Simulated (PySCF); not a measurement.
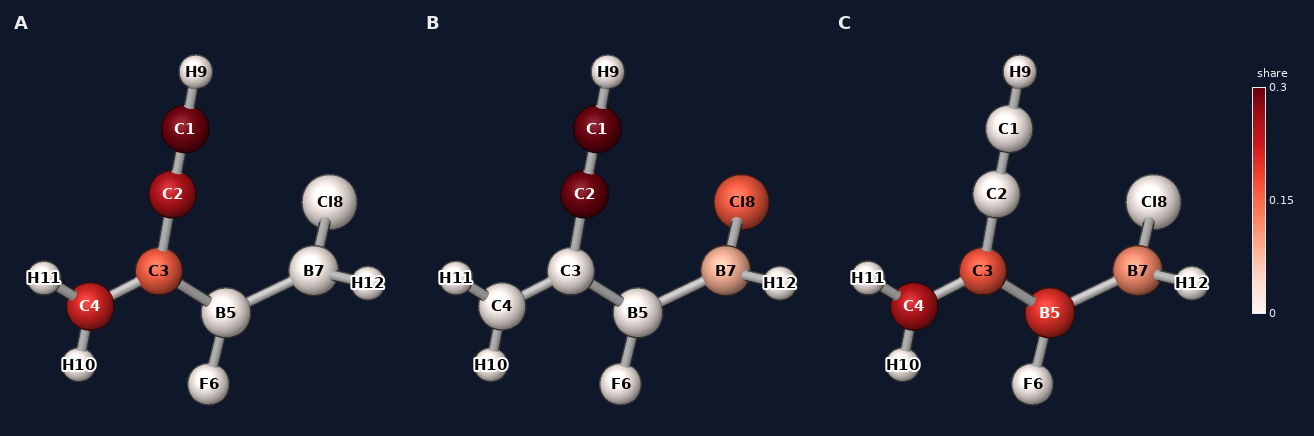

Each panel colours the atoms by their Löwdin share in one orbital (up to four of the largest shares; other atoms are shown as zero). The geometry was computed by an optimisation with GFN2-xTB. No frequency run is at hand to confirm it as a minimum. Computed with PBE0/def2-SVPD (PySCF 2.14.0).

Question: The panels show the HOMO−2, HOMO, LUMO, in some order. Which is which?

Answer: A: HOMO, −7.52 eV; C1 0.29, C2 0.24, C4 0.21, C3 0.16
B: HOMO−2, −8.36 eV; C1 0.30, C2 0.29, Cl8 0.16, B7 0.08
C: LUMO, −2.32 eV; C4 0.24, B5 0.20, C3 0.17, B7 0.12

The geometry is semi-empirical. Around B such bond lengths and angles can be off by a tenth of an ångström or more and by several degrees, and values that hang on the shape move with them.
